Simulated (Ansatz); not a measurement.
**Run report: CH6InN, nudged elastic band**

- system: CH6InN
- method: RKS PBE0-D4/def2-SVP (Ansatz 0.2.0)

Some settings of this run were made unusual or wrong on purpose. Figures and captions count atoms from 1; the log counts them from 0 in places.

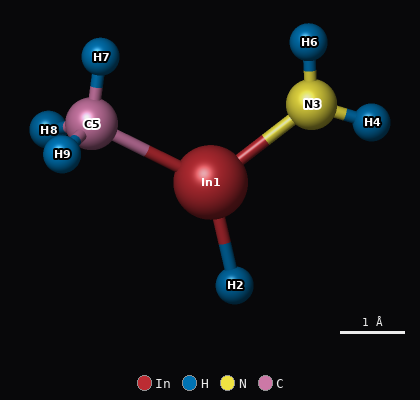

**Figure 1.** The input geometry (ball-and-stick view, seen at a tilt; atoms are numbered from 1 in the order of the input). Sticks mark near contacts. Bond lengths as drawn: C–H 1.09 Å, C–In 2.14 Å, H–In 1.72 Å, H–N 1.01 Å and In–N 2.01 Å.

## Input
```yaml
crystal:
  periodic: [false, false, false]
  atoms:
    - {symbol: In, position_ang: [-0.408499, -0.687193, -0.271967]}
    - {symbol: H, position_ang: [-1.134157, -2.182437, -0.703402]}
    - {symbol: N, position_ang: [-1.131732, 0.903419, -1.273520]}
    - {symbol: H, position_ang: [-1.855689, 0.856608, -1.970708]}
    - {symbol: C, position_ang: [1.132369, -0.240854, 1.150349]}
    - {symbol: H, position_ang: [-0.817313, 1.850116, -1.140719]}
    - {symbol: H, position_ang: [1.352312, 0.827002, 1.149743]}
    - {symbol: H, position_ang: [0.818970, -0.536685, 2.153076]}
    - {symbol: H, position_ang: [2.043639, -0.789978, 0.907147]}
basis:
  gaussian: {orbitals: def2-SVP}
hamiltonian: {xc: pbe0, dispersion: d4}
neb:
  images: 5
  climbing: true
  max_iterations: 30
  initial_path: idpp
  f_tol: 2.0
  final_atoms:
    - {symbol: In, position_ang: [-0.103483, 0.816174, -0.023365]}
    - {symbol: H, position_ang: [-1.148952, -1.831642, -1.334101]}
    - {symbol: N, position_ang: [-1.397104, 1.413674, -1.271662]}
    - {symbol: H, position_ang: [-1.442306, -1.181565, -1.570137]}
    - {symbol: C, position_ang: [1.223517, -0.266232, 1.210421]}
    - {symbol: H, position_ang: [-1.493672, 2.430598, -1.274161]}
    - {symbol: H, position_ang: [2.228742, 0.147781, 1.131918]}
    - {symbol: H, position_ang: [0.893586, -0.221661, 2.248186]}
    - {symbol: H, position_ang: [1.239570, -1.307125, 0.882900]}
```

Run as:
```bash
ansatz run in.yaml --threads 4 --pin off --events-out ev --progress --plain --max-ram 9574MiB
```

## What the program printed
```
Functional definition: PBE0
  name "PBE0"
  cite "Adamo & Barone, J. Chem. Phys. 110, 6158 (1999) doi:10.1063/1.478522"
  cite "Perdew, Burke & Ernzerhof, Phys. Rev. Lett. 77, 3865 (1996) doi:10.1103/PhysRevLett.77.3865"
  parent pbe
  parameter a = 0.25
  parameter kappa = 0.804
  parameter beta = 0.06672455060314922
  exchange = (1 - a)*pbe_x(kappa = kappa, mu = beta*pi^2/3) + a*exact_x
  correlation = pbe_c(beta = beta)
1017 factors; integrals over basis functions are off by at most 3.8e-4 eV
mean field evaluation 1: about -7782.1348 eV, gradient 6.9e1 eV
mean field evaluation 2: about -7751.6033 eV, gradient 1.2e2 eV
mean field evaluation 4: about -7792.8556 eV, gradient 8.6e0 eV
mean field evaluation 8: about -7793.0765 eV, gradient 3.0e-2 eV
mean field -7793.07645427 eV, -286.3902773574 hartree, gradient 7.9e-5 eV, S^2 0.000000; 0 other end points of the search recorded, 0 dependent functions left out
the calculation of the forces begins
reference -7793.07648897 eV, -286.3902786328 hartree; 20, 20 occupied and 64, 64 virtual orbitals, 1017 factors
1019 factors; integrals over basis functions are off by at most 5.6e-4 eV
mean field evaluation 16: about -7775.7509 eV, gradient 7.7e1 eV
mean field evaluation 32: about -7790.5011 eV, gradient 2.4e-5 eV
mean field -7790.50105180 eV, -286.2956330624 hartree, gradient 2.4e-5 eV, S^2 0.000000; 0 other end points of the search recorded, 0 dependent functions left out
[... from here on the field's lines of each further geometry are left out, up to the last ...]
NEB iter   1: max|band force component| = 3.768e0 eV/Å  barrier→ = 5.8303 eV  barrier← = 3.2614 eV  Δτ_max = 0.2000 Å  (186 SCF iters)
NEB iter   2: max|band force component| = 2.883e0 eV/Å  barrier→ = 4.7538 eV  barrier← = 2.1849 eV  Δτ_max = 0.2000 Å  (153 SCF iters)
NEB iter   3: max|band force component| = 9.529e0 eV/Å  barrier→ = 3.7920 eV  barrier← = 1.2231 eV  Δτ_max = 0.1004 Å  (146 SCF iters)
NEB iter   4: max|band force component| = 2.459e0 eV/Å  barrier→ = 3.4212 eV  barrier← = 0.8523 eV  Δτ_max = 0.2000 Å  (143 SCF iters)
NEB iter   5: max|band force component| = 2.713e0 eV/Å  barrier→ = 2.9486 eV  barrier← = 0.3797 eV  Δτ_max = 0.1005 Å  (148 SCF iters)
the calculation of the forces begins
reference -7790.47824216 eV, -286.2947948235 hartree; 20, 20 occupied and 64, 64 virtual orbitals, 1019 factors
1019 factors; integrals over basis functions are off by at most 4.6e-4 eV
mean field evaluation 384: about -7790.1804 eV, gradient 6.3e-5 eV
mean field -7790.18037688 eV, -286.2838484763 hartree, gradient 1.8e-5 eV, S^2 0.000000; 1 other end points of the search recorded, 0 dependent functions left out
the calculation of the forces begins
reference -7790.18041007 eV, -286.2838496962 hartree; 20, 20 occupied and 64, 64 virtual orbitals, 1019 factors
NEB iter   6: max|band force component| = 1.714e0 eV/Å  barrier→ = 2.8780 eV  barrier← = 0.3091 eV  CI = image 4  Δτ_max = 0.0000 Å  (280 SCF iters)
```

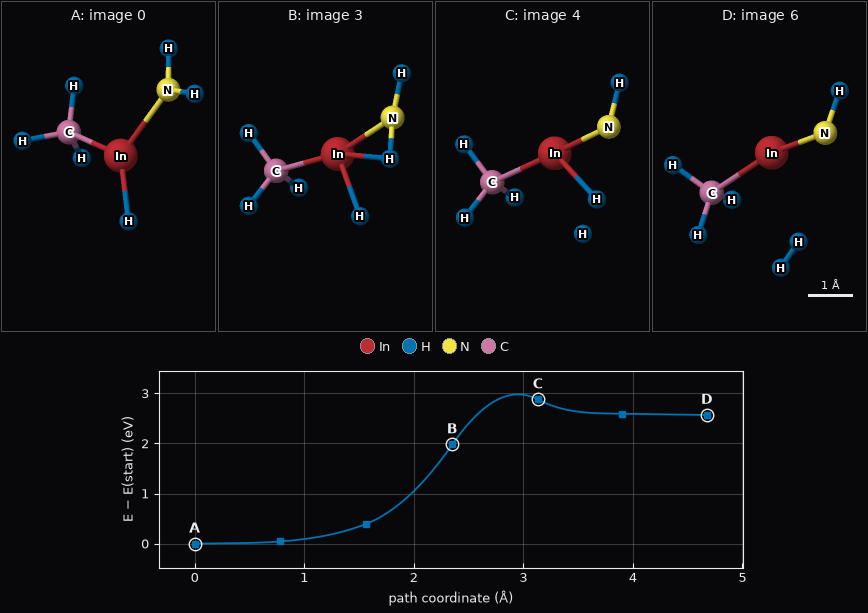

**Figure 2.** Images of the last band (counted from 0; ball-and-stick, seen at a tilt) above the energy along the path; the line is a cubic interpolation that uses the forces. The highest image is number 4, 2.878 eV above the start and 0.309 eV above the end (the climbing image); the end lies 2.569 eV above the start. The path is 4.68 Å long. The band converged in 6 iterations. The end points carry forces over 0.1 eV/Å, so they aren't fully relaxed minima and the barriers are approximate.

```
Total energy: -7790.31017553 eV, -286.2886184890 hartree
Atom 0 at    -0.189122     0.427120    -0.009494 Å, force    -0.206498     0.419064    -0.183644 eV/Å
Atom 1 at    -1.284434    -1.321684    -1.470077 Å, force    -0.346063     1.033982    -0.437804 eV/Å
Atom 2 at    -1.536814     1.172665    -1.197537 Å, force     0.174718     0.511671     0.297294 eV/Å
Atom 3 at    -1.536872    -0.505210    -1.671662 Å, force     0.328418    -1.547912     0.321419 eV/Å
Atom 4 at     1.347162    -0.399171     1.209524 Å, force    -0.033093    -0.015490     0.024452 eV/Å
Atom 5 at    -1.649445     2.201112    -1.116884 Å, force     0.055709    -0.315033    -0.018504 eV/Å
Atom 6 at     2.111678     0.381432     1.339633 Å, force     0.005295    -0.046338     0.012907 eV/Å
Atom 7 at     0.937954    -0.680482     2.189233 Å, force     0.020544    -0.019147     0.005696 eV/Å
Atom 8 at     1.799792    -1.275784     0.727262 Å, force     0.000968    -0.020796    -0.021816 eV/Å
Dipole moment:     0.631375    -0.023050     0.601616 e Å
```

## The last band as extended XYZ (Å, eV, eV/Å)
```
9
Properties=species:S:1:pos:R:3:forces:R:3 image=0 energy=-7793.18813
In   -0.4085   -0.6872   -0.2720   -0.0096  -0.0791   0.0052
H    -1.1342   -2.1824   -0.7034   -0.0364  -0.0938  -0.0181
N    -1.1317    0.9034   -1.2735    0.0666  -0.1636   0.0948
H    -1.8557    0.8566   -1.9707   -0.2345   0.0037  -0.2291
C     1.1324   -0.2409    1.1503   -0.1052  -0.0482  -0.0945
H    -0.8173    1.8501   -1.1407    0.0932   0.3112   0.0332
H     1.3523    0.8270    1.1497    0.0614   0.3013  -0.0004
H     0.8190   -0.5367    2.1531   -0.0889  -0.0803   0.2786
H     2.0436   -0.7900    0.9071    0.2534  -0.1511  -0.0697
9
Properties=species:S:1:pos:R:3:forces:R:3 image=1 energy=-7793.14369
In   -0.3287   -0.5139   -0.2816    0.0182   0.0600  -0.0093
H    -0.9874   -1.9982   -0.8602   -0.0121  -0.1656   0.0052
N    -1.2879    0.9745   -1.2635    0.1181  -0.1726   0.1189
H    -1.9930    0.6959   -1.9358   -0.0515   0.1852  -0.0386
C     1.2408   -0.2934    1.1850   -0.0276   0.0402  -0.0641
H    -1.1976    1.9794   -1.1930    0.0048   0.0236  -0.0071
H     1.7402    0.6845    1.1551   -0.0486   0.0275  -0.0341
H     0.8272   -0.4485    2.1920   -0.0295   0.0073   0.0209
H     1.9863   -1.0804    1.0021    0.0283  -0.0057   0.0082
9
Properties=species:S:1:pos:R:3:forces:R:3 image=2 energy=-7792.79305
In   -0.2468   -0.2383   -0.2141   -0.2571  -0.3298  -0.2887
H    -0.9608   -1.6558   -0.9738    0.2097  -0.2222   0.2187
N    -1.4168    1.0030   -1.2981    0.6825  -0.6658   0.5647
H    -1.9954    0.3646   -1.8400   -0.2908   0.9078  -0.1985
C     1.3360   -0.3161    1.2268    0.0128   0.0722  -0.0152
H    -1.5449    1.9984   -1.3209   -0.3950   0.1867  -0.3285
H     2.0000    0.5566    1.2800   -0.0695   0.0421  -0.0511
H     0.9160   -0.5141    2.2234   -0.0203   0.0186   0.0101
H     1.9127   -1.1983    0.9168    0.1277  -0.0096   0.0884
9
Properties=species:S:1:pos:R:3:forces:R:3 image=3 energy=-7791.20752
In   -0.2184    0.0994   -0.0902   -0.3060  -1.6498  -0.5785
H    -1.0989   -1.3446   -1.2072    0.8882   0.0439   0.9070
N    -1.5643    0.9826   -1.2375    0.5344   0.0829   0.8281
H    -1.6993    0.0061   -1.6782   -0.8129   2.4880  -0.4982
C     1.3641   -0.3487    1.2247    0.1507   0.0523   0.1577
H    -1.6625    2.0049   -1.3168   -0.6334  -1.0481  -1.0182
H     2.1135    0.4462    1.3145    0.0245   0.0315   0.0483
H     0.9507   -0.5990    2.2107    0.0651  -0.0004   0.0543
H     1.8150   -1.2469    0.7799    0.0894  -0.0004   0.0994
9
Properties=species:S:1:pos:R:3:forces:R:3 image=4 energy=-7790.31014
In   -0.1891    0.4271   -0.0095   -0.2065   0.4191  -0.1836
H    -1.2844   -1.3217   -1.4701   -0.3461   1.0340  -0.4378
N    -1.5368    1.1727   -1.1975    0.1747   0.5117   0.2973
H    -1.5369   -0.5052   -1.6717    0.3284  -1.5479   0.3214
C     1.3472   -0.3992    1.2095   -0.0331  -0.0155   0.0245
H    -1.6494    2.2011   -1.1169    0.0557  -0.3150  -0.0185
H     2.1117    0.3814    1.3396    0.0053  -0.0463   0.0129
H     0.9380   -0.6805    2.1892    0.0205  -0.0191   0.0057
H     1.7998   -1.2758    0.7273    0.0010  -0.0208  -0.0218
9
Properties=species:S:1:pos:R:3:forces:R:3 image=5 energy=-7790.59563
In   -0.2477    0.6165    0.0668    0.0992   0.1178  -0.0761
H    -1.1482   -1.6694   -1.6635   -0.0176  -0.0085   0.0182
N    -1.5070    1.3819   -1.1657    0.0733   0.0341   0.1795
H    -1.5060   -0.9958   -1.7440    0.0260  -0.0194  -0.0246
C     1.2886   -0.3281    1.2096   -0.1178   0.0715   0.0903
H    -1.5678    2.3893   -0.9388   -0.0934  -0.0884  -0.0863
H     2.0179    0.4634    1.4417    0.0550  -0.0827  -0.0486
H     0.8960   -0.7268    2.1544   -0.0508  -0.0397  -0.0136
H     1.7742   -1.1310    0.6394    0.0263   0.0154  -0.0388
9
Properties=species:S:1:pos:R:3:forces:R:3 image=6 energy=-7790.61922
In   -0.2058    0.7846    0.1394    0.0972   0.0081   0.1093
H    -0.8842   -1.6389   -1.7283    0.2414  -0.4193   0.0728
N    -1.5432    1.4683   -1.0149   -0.1614  -0.1485  -0.2435
H    -1.2536   -0.9941   -1.8390   -0.2394   0.4310  -0.0657
C     1.2265   -0.3627    1.1820   -0.0584   0.0194  -0.0479
H    -1.7680    2.4442   -0.8138   -0.0843   0.2706   0.0304
H     2.1723    0.1767    1.2330    0.2615   0.1617   0.0030
H     0.8759   -0.5752    2.1918   -0.1088  -0.0573   0.2829
H     1.3801   -1.3030    0.6497    0.0522  -0.2658  -0.1413
```

## What the run reported

```csv
quantity,value
outcome,converged
"barrier, forward",2.878 eV
"barrier, backward",0.309 eV
dipole moment (one image of the band),4.19 D
hardware,"4 threads of Arm Neoverse V1, 23 GiB of memory available, shared host"
wall time,39 s (CPU time 2.3 min)
peak memory,0.42 GiB
```

A setting was made wrong on purpose: tolerance too loose. The run converged all the same; its numbers are those of the faulty input and shouldn't be used.
